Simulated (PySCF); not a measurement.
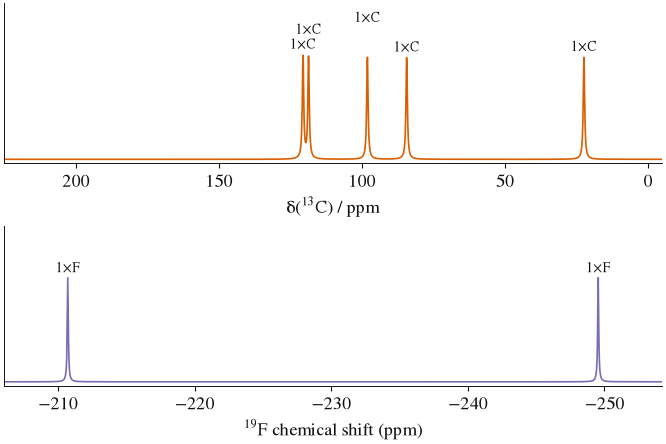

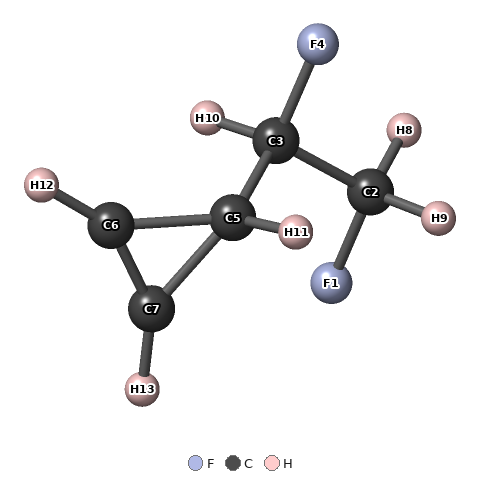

Spectrum and numbered structure of C₅H₆F₂, SMILES FC[C@H](F)C1C=C1. GIAO shifts, PBE0/cc-pVTZ, PySCF, at a PBE0-D3(BJ)/def2-SVP geometry (no frequency check), against TMS for ¹³C and CFCl₃ for ¹⁹F computed at the same level (¹⁹F: this reference is a hard case for the method, so all values can be off together by tens of ppm, and differences between signals are safer). Gas phase, fully decoupled, line heights follow the number of nuclei, widths are arbitrary (no quadrupolar broadening); values of one conformer, averaged over methyl-type rotors and exact or near symmetry; other conformers aren't averaged in.

### Assign the ¹³C signals to the numbered atoms.

| δ (ppm) | nuclei | atoms |
| --- | --- | --- |
| 120.5 | 1 | C6 |
| 118.6 | 1 | C7 |
| 98.0 | 1 | C3 |
| 84.2 | 1 | C2 |
| 22.2 | 1 | C5 |

The order of signals that lie close, as those under 2 ppm apart, is within the error of the method.

### Assign the ¹⁹F signals to the numbered atoms.

```
δ (ppm)  nuclei  atoms
 −210.7       1     F4
 −249.5       1     F1
```
